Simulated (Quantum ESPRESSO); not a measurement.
# λ and ρ(T) of TiC (Fm-3m) from pw.x, ph.x and EPW, part 6 of 6

Aim: the electron–phonon coupling and the phonon-limited resistivity of TiC (Fm-3m), by Wannier interpolation to fine meshes.

Quantum ESPRESSO 7.5; DFT PBE, scalar-relativistic, plane waves, PseudoDojo 0.4.1 norm-conserving pseudopotentials.

So far, coupling constant λ: step 8 (coupling and Tc: fine k 16×16×16, q 8×8×8, width 0.15 eV, window 0.61 eV) 0.240; step 12 (coupling and Tc: fine k 26×26×26, q 13×13×13, width 0.1 eV, window 0.41 eV) 0.231; step 14 (coupling and Tc: fine k 26×26×26, q 13×13×13, width 0.05 eV, window 0.3 eV) 0.248.

### 16. Coupling and Tc: fine k 32×32×32, q 16×16×16, width 0.1 eV, window 0.41 eV (run 2)

The stored couplings are read again with μ* set to zero, since McMillan's estimate at μ* = 0.13 was zero and stopped the run before; so the program runs through and adds ω_log; the Tc values of this log are for μ* = 0.

The input, a2f-4b.in:

```
--
&inputepw
   prefix = 'x'
   outdir = './tmp'
   dvscf_dir = './save'
   elph = .false.
   etf_mem = 1
   nbndsub = 10
   bands_skipped = 'exclude_bands = 1-4'
   use_ws = .true.
   vme = 'wannier'
   asr_typ = 'crystal'
   nk1 = 9
   nk2 = 9
   nk3 = 9
   nq1 = 3
   nq2 = 3
   nq3 = 3
   amass(1) = 47.867
   amass(2) = 12.011
   epwwrite = .false.
   epwread = .true.
   wannierize = .false.
   nkf1 = 32
   nkf2 = 32
   nkf3 = 32
   nqf1 = 16
   nqf2 = 16
   nqf3 = 16
   mp_mesh_k = .true.
   ephwrite = .false.
   ep_coupling = .false.
   eliashberg = .true.
   liso = .true.
   limag = .true.
   tc_linear = .true.
   tc_linear_solver = 'lapack'
   fsthick = 0.41
   degaussw = 0.1
   degaussq = 0.5
   nqstep = 500
   muc = 0.0
   wscut = 0.3
   nsiter = 500
   nstemp = 7
   temps = 0.5 1.0 2.0 4.0 8.0 16.0 32.0
/
```

Started as:

```
$ OMP_NUM_THREADS=1 mpirun -n 8 epw.x -nk 8 -in a2f-4b.in > a2f-4b.out
```

The log of the run:

```text
[the first part of the log is left out]
               b(2) = (  0.0000  0.0000  0.0000 )
               b(3) = (  0.0000  0.0000  0.0000 )
     Atoms inside the unit cell:
   Cartesian axes
     site n.  atom      mass           positions (a_0 units)
     No symmetry!
     G cutoff =    0.0000  (      0 G-vectors)     FFT grid: (  0,  0,  0)
     number of k points=    0
                       cart. coord. in units 2pi/a_0
     ===================================================================
     Solve isotropic Eliashberg equations
     ===================================================================
     Finish reading freq file
                  Fermi level (eV) =     1.4720998030E+01
     DOS(states/spin/eV/Unit Cell) =     1.6300063626E-01
            Electron smearing (eV) =     1.0000000000E-01
                 Fermi window (eV) =     4.1000000000E-01
     Nr irreducible k-points within the Fermi shell =       111 out of       897
           3 bands within the Fermi window
     Finish reading egnv file
     Max nr of q-points =       388
     Finish reading ikmap files
     Start reading .ephmat files
     Finish reading .ephmat files
     a2f file is found and will be used to estimate initial gap
     Finish reading a2f file
     Electron-phonon coupling strength =    0.2132470
     Estimated Tc using McMillan expression =   1.2614 K for muc =   0.0000
     Estimated Tc using Allen-Dynes modified McMillan expression =   1.2742 K
     Estimated Tc using SISSO machine learning model =   2.2815 K
     Estimated w_log =  48.4302 meV
     Estimated BCS superconducting gap using McMillan Tc =   0.1913 meV
     WARNING WARNING WARNING
     The code may crash since tempsmax =   32.000 K is larger than McMillan Tc =     1.261 K
     Start: Solving (isotropic) linearized Eliashberg equation with solver = lapack
     For the first Temp.    0.50  K
       Total number of frequency points nsiw(     1) =   1108
       Cutoff frequency wscut =     0.3001
     Superconducting transition temp. Tc is the one which has Max. eigenvalue close to 1
      -----------------------------------------------------------------
             Temp.       Max.         nsiw     wscut    Nr. of iters
             (K)       eigenvalue    (itemp)   (eV)      to Converge
      -----------------------------------------------------------------
             0.50      1.2147658     1108      0.3001        1
             1.00      1.0692120      554      0.3002        1
             2.00      0.9242904      277      0.3005        1
             4.00      0.7802296      139      0.3021        1
             8.00      0.6376516       69      0.3010        1
            16.00      0.4967955       35      0.3075        1
            32.00      0.3599449       17      0.3032        1
      -----------------------------------------------------------------
     Finish: Solving (isotropic) linearized Eliashberg equation
```

Elapsed: 27 s, on 8 MPI ranks of Arm Neoverse N1, shared host.

This step gave:

* coupling constant λ: 0.2132
* log mean phonon energy ħω_log: 48.43 meV
* density of states at the Fermi level: 0.1630 states/eV a spin and cell
* Fermi level on the fine mesh: 14.72 eV

The a2F has structure finer than the step of the table below, so its rows give means over 10 meV, whole bins alone (the curve runs from 0.204 to 101 meV). Peaks (meV: height): 35.2: 0.219, 63.8: 1.06.

A2F against phonon energy; means over each step:

| phonon energy (meV) | a2F |
| --- | --- |
| 10 | 0.00405 |
| 20 | 0.00980 |
| 30 | 0.0525 |
| 40 | 0.0637 |
| 50 | 0.00880 |
| 60 | 0.191 |
| 70 | 0.181 |
| 80 | 0.0551 |
| 90 | 0.00173 |

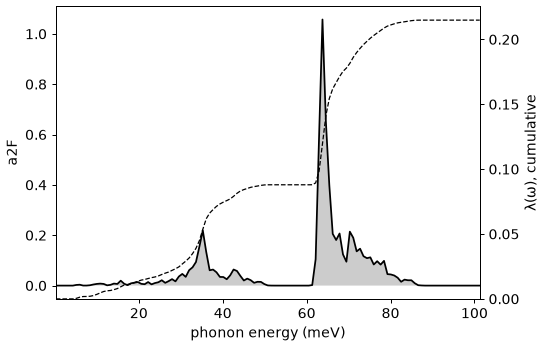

A2F, plotted against phonon energy. The dashed line is the running λ.

λ = 0.213 and ħω_log = 48.4 meV, against 0.248 and 49.2 with fine k 26×26×26, q 13×13×13, width 0.05 eV (-14 % in λ).

### 17. Results

| Quantity | Value |
| --- | --- |
| Wannier functions, band error | 10 functions; 5 meV r.m.s. |
| coupling constant λ, fine k 32×32×32, q 16×16×16, width 0.1 eV, window 0.41 eV | 0.213 |
| ħω_log | 48.4 meV |
| Tc at μ* = 0.13, Allen–Dynes | under 1 mK |
| resistivity at 300 K, 20×20×20 | 24.1 μΩ cm |
| resistivity at 300 K, 26×26×26 | 21.9 μΩ cm |
| resistivity at 300 K, 32×32×32 | 17.7 μΩ cm |

**Reading.** Step 14: Twice the integral of α²F/ω over this curve gives λ = 0.25, half of it from below 64.3 meV. Step 16: The coupling constant from the curve is λ = 0.21; modes below 63.8 meV give half. Step 16: Distinct peaks of the a2F stand at 35.2 and 63.8 meV; the one at 63.8 meV is strongest. On the finest meshes run, TiC (Fm-3m) has λ = 0.21 and a phonon-limited resistivity of 17.7 μΩ cm at 300 K. The last refinement of the mesh moved the resistivity by 19 %, so it is not converged, and no rank of the meshes against a measured value means much. On the finest mesh the adaptive width still reaches 0.27 eV against a window of 0.32 eV; the window, which cuts off final states, was not widened. N(E_F) runs from 0.15 to 0.20 states/eV a spin over these sums; λ is quoted for fine k 32×32×32, q 16×16×16, width 0.1 eV, and it is not converged. Over the sums on sound settings, λ spans 0.213 to 0.248. Between 150 and 500 K the resistivity rises by a factor of 2.86, against 3.33 for a straight line through the origin; phonon scattering should fall faster than that line on cooling, so the temperature dependence is not converged. The rows at 150, 200, 273, 300, 400 and 500 K moved by more than 10 % in the last refinement. The q mesh of ph.x (3×3×3), the k mesh and smearing of the ground state (9×9×9) and EPW's coarse k mesh (9×9×9) were not varied. Only scattering by harmonic phonons counts; impurities, grain boundaries and thermal expansion are left out, and μ* is typed.

[The logs of pw.x and epw.x are selected lines.]

[Logs are printed without paths, hosts, clocks, repeated set-up lines and the standing remarks that a program may print on its own settings, such as how far it seeks lower states.]

[Hosts, paths, dates, database ids (printed as entryN), source tags and the programs' standing remarks are cut or masked in the printed files.]
